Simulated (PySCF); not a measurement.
**SiH4Se (SMILES [SiH3][SeH]): levels of theory compared**

Wanted: a comparison of 6 runs (HF/3-21G, B3LYP/6-31G*, PBE/def2-SVP, PBE0/def2-SVP, M06-2X/def2-TZVP, PBE0/def2-TZVP) of SiH4Se. Input form: a Python script.

The calculation is run with PySCF 2.14.0.

**1. The structure to begin with**

SiH4Se has 6 atoms, charge 0, and is taken as a singlet. As SMILES, `[SiH3][SeH]`. The shape is that of a PBE0-D4/def2-TZVP optimisation.

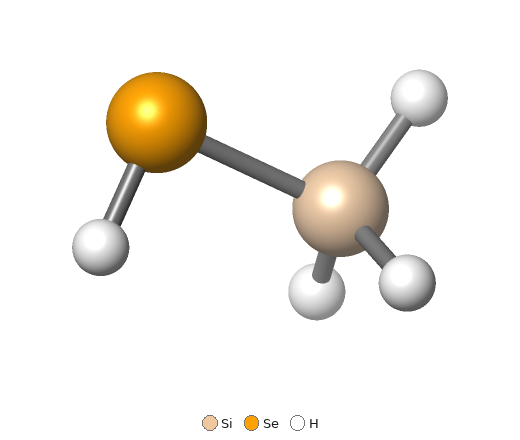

The structure, seen from a chosen angle (silicon light orange, selenium orange, hydrogen white).

**2. Energy and gradient at HF/3-21G (run 1)**

job.py reads:

```python
import pyscf.grad
from pyscf import gto, scf

system = gto.M(
    atom='''
Si    -0.462416    -0.443141    -0.896864
Se     1.698297    -0.476400     2.828731
H     -3.033955     0.631546    -0.583358
H     -0.636649    -3.136189    -1.650487
H      0.906880     1.016295    -2.861612
H      1.607401     2.287136     3.076285
''',
    verbose=4,
    basis='3-21g',
    max_memory=1860,
    spin=0,
    unit='bohr',
)

mf = scf.RHF(system)
mf.conv_tol = 1e-10
mf.kernel()
if not mf.converged:
    mf = mf.newton().run(mf.mo_coeff, mf.mo_occ)

e_tot = mf.e_tot
print(f'total energy: {e_tot:.8f} hartree')
grad = mf.Gradients().kernel()
mf.analyze()
```

Launch:

```
$ OMP_NUM_THREADS=1 python job.py
```

Output:

```text
PySCF version 2.14.0

[... 59 lines left out ...]
total energy: -2678.18105168 hartree
[... 21 lines left out ...]
MO #1   energy= -457.943273461864  occ= 2
[... 6 lines left out ...]
MO #8   energy= -6.56468886132316  occ= 2
[... 6 lines left out ...]
MO #15  energy= -2.53664776393393  occ= 2
[... 6 lines left out ...]
MO #22  energy= -0.536544518039068 occ= 2
[... 6 lines left out ...]
MO #29  energy= 0.186749507984725  occ= 0
[... 6 lines left out ...]
MO #36  energy= 0.704174764611813  occ= 0
[... 6 lines left out ...]
MO #43  energy= 1.35565212362536   occ= 0
[... 52 lines left out ...]
Dipole moment(X, Y, Z, Debye): -0.72601,  0.84268, -1.12996
```

It took 3.9 s on 1 thread of Intel Xeon at 2.50GHz (Skylake/Cascade Lake), shared host; peak memory 0.12 GiB.

**3. Energy and forces at B3LYP/6-31G(d) (spherical functions) (run 2)**

input.py reads:

```python
# [SiH3][SeH]
import pyscf.grad
from pyscf import gto, dft

system = gto.M(
    atom='''
Si    -0.244700    -0.234500    -0.474600
Se     0.898700    -0.252100     1.496900
H     -1.605500     0.334200    -0.308700
H     -0.336900    -1.659600    -0.873400
H      0.479900     0.537800    -1.514300
H      0.850600     1.210300     1.627900
''',
    verbose=3,
    basis='6-31g*',
    max_memory=1860,
)

mf = dft.RKS(system, xc='b3lyp')
mf.conv_tol = 1e-10
mf.grids.level = 5
mf.kernel()
if not mf.converged:
    mf = mf.newton().run(mf.mo_coeff, mf.mo_occ)

e_tot = mf.e_tot
print('Final energy', e_tot)
grad = mf.Gradients().kernel()
mf.analyze()
```

Launch:

```
$ OMP_NUM_THREADS=1 python input.py
```

Output:

```text
converged SCF energy = -2693.20017254129
[... 12 lines left out ...]
MO #2   energy= -66.1387183889365  occ= 2
[... 6 lines left out ...]
MO #9   energy= -5.77065140600797  occ= 2
[... 6 lines left out ...]
MO #16  energy= -2.10763861437313  occ= 2
[... 6 lines left out ...]
MO #23  energy= -0.367940099462936 occ= 2
[... 6 lines left out ...]
MO #30  energy= 0.0615097981235504 occ= 0
[... 6 lines left out ...]
MO #37  energy= 0.277691935161286  occ= 0
[... 6 lines left out ...]
MO #44  energy= 0.648049608423825  occ= 0
[... 6 lines left out ...]
MO #51  energy= 1.13410165637863   occ= 0
[... 6 lines left out ...]
MO #58  energy= 4.43661869939397   occ= 0
[... 7 lines left out ...]
Dipole moment(X, Y, Z, Debye): -0.49612,  0.70788, -0.75326
```

It took 33 s on 1 thread of Intel Xeon at 2.50GHz (Skylake/Cascade Lake), shared host; peak memory 0.58 GiB.

Runs 3 to 4 aren't shown in full; the table further down has their settings and results.

**4. Energy and forces at M06-2X/def2-TZVP (run 5)**

run.py reads:

```python
import pyscf.grad
from pyscf import gto, dft

system = gto.M(
    atom=[
    ('Si', (-0.244700, -0.234500, -0.474600)),
    ('Se', (0.898700, -0.252100, 1.496900)),
    ('H', (-1.605500, 0.334200, -0.308700)),
    ('H', (-0.336900, -1.659600, -0.873400)),
    ('H', (0.479900, 0.537800, -1.514300)),
    ('H', (0.850600, 1.210300, 1.627900)),
],
    verbose=3,
    max_memory=1860,
    charge=0,
    basis='def2-tzvp',
)

myscf = dft.RKS(system)
myscf.xc = 'm06-2x'
myscf.conv_tol = 1e-10
myscf.grids.level = 5
myscf.kernel()
if not myscf.converged:
    myscf = myscf.newton().run(myscf.mo_coeff, myscf.mo_occ)

e_final = myscf.e_tot
print('E = %.10f Eh' % e_final)
grad = myscf.Gradients().kernel()
myscf.analyze()
```

Launch:

```
$ OMP_NUM_THREADS=1 python run.py
```

Output:

```text
converged SCF energy = -2693.46725108937
[... 15 lines left out ...]
MO #5   energy= -52.9434838653282  occ= 2
[... 12 lines left out ...]
MO #18  energy= -2.32656602667438  occ= 2
[... 12 lines left out ...]
MO #31  energy= 0.0928438348691483 occ= 0
[... 12 lines left out ...]
MO #44  energy= 0.37799926518994   occ= 0
[... 12 lines left out ...]
MO #57  energy= 0.947671968232241  occ= 0
[... 12 lines left out ...]
MO #70  energy= 1.28627095803463   occ= 0
[... 12 lines left out ...]
MO #83  energy= 1.87173750924497   occ= 0
[... 12 lines left out ...]
MO #96  energy= 2.65384834644835   occ= 0
[... 12 lines left out ...]
MO #109 energy= 10.663520589216    occ= 0
[... 7 lines left out ...]
Dipole moment(X, Y, Z, Debye): -0.44558,  0.60852, -0.68017
```

Wall time 93 s (1 thread of Intel Xeon at 2.50GHz (Skylake/Cascade Lake), shared host); peak memory 1.1 GiB.

**5. Energy and gradient at PBE0/def2-TZVP (run 6)**

run.py reads:

```python
from pyscf import gto, dft

mol = gto.Mole()
mol.atom = '''
Si      -0.244700      -0.234500      -0.474600
Se       0.898700      -0.252100       1.496900
H       -1.605500       0.334200      -0.308700
H       -0.336900      -1.659600      -0.873400
H        0.479900       0.537800      -1.514300
H        0.850600       1.210300       1.627900
'''
mol.verbose = 4
mol.basis = 'def2-tzvp'
mol.max_memory = 1860
mol.build()

mf = dft.RKS(mol)
mf.xc = 'pbe0'
mf.grids.level = 5
mf.conv_tol = 1e-10
mf.kernel()
if not mf.converged:
    mf = mf.newton().run(mf.mo_coeff, mf.mo_occ)

e_final = mf.e_tot
print('E(%s) = %.9f' % ('PBE0', e_final))
grad = mf.nuc_grad_method().kernel()
mf.analyze()
```

Launch:

```
$ OMP_NUM_THREADS=1 python run.py
```

Output:

```text
PySCF version 2.14.0

[... 91 lines left out ...]
One-electron Energy =                -4064.457133536189303
[... 15 lines left out ...]
MO #11  energy= -5.34665377425924  occ= 2
[... 13 lines left out ...]
MO #25  energy= -0.332654441568385 occ= 2
[... 13 lines left out ...]
MO #39  energy= 0.23843774985639   occ= 0
[... 13 lines left out ...]
MO #53  energy= 0.794601275785489  occ= 0
[... 13 lines left out ...]
MO #67  energy= 1.18001124399115   occ= 0
[... 13 lines left out ...]
MO #81  energy= 1.72549579691268   occ= 0
[... 13 lines left out ...]
MO #95  energy= 2.41204643273844   occ= 0
[... 13 lines left out ...]
MO #109 energy= 10.6048469791804   occ= 0
[... 118 lines left out ...]
Dipole moment(X, Y, Z, Debye): -0.36783,  0.59837, -0.54759
```

Wall time 77 s (1 thread of Intel Xeon at 2.50GHz (Skylake/Cascade Lake), shared host); peak memory 1.1 GiB.

**6. Overview of the runs**

| run | level | integration grid | energy (Eh) | dipole moment (D) | HOMO energy (eV) | LUMO energy (eV) | wall time |
| --- | --- | --- | --- | --- | --- | --- | --- |
| 1 | HF/3-21G | – | -2678.181052 | 1.59 | -9.60 | 3.24 | 3.9 s |
| 2 | B3LYP/6-31G* (spherical functions) | 5 | -2693.200173 | 1.15 | -6.70 | -0.22 | 33 s |
| 3 | PBE/def2-SVP | 5 | -2692.552749 | 0.88 | -5.79 | -0.63 | 35 s |
| 4 | PBE0/def2-SVP | 5 | -2692.665635 | 1.00 | -6.99 | 0.24 | 38 s |
| 5 | M06-2X/def2-TZVP | 5 | -2693.467251 | 1.02 | -8.18 | 0.70 | 93 s |
| 6 | PBE0/def2-TZVP | 5 | -2693.063811 | 0.89 | -7.10 | -0.10 | 77 s |

**7. Outcome**

| quantity | value |
| --- | --- |
| run 6: total energy | -2693.06381 Eh |
| run 6: dipole moment | 0.89 D |
| run 6: HOMO energy | -7.10 eV |
| run 6: LUMO energy | -0.10 eV |
| run 6: HOMO–LUMO gap | 7.00 eV |
| run 6: largest force on an atom | 0.006 eV/Å |

The dipole moment (its size) runs from 0.88 D (PBE/def2-SVP) to 1.59 D (HF/3-21G). The two ends differ in method and basis. The HOMO–LUMO gap runs from 5.15 eV (PBE/def2-SVP) to 12.84 eV (HF/3-21G). Totals of different functionals can't be ranked against each other. All runs together took 4.7 min, the longest 93 s.
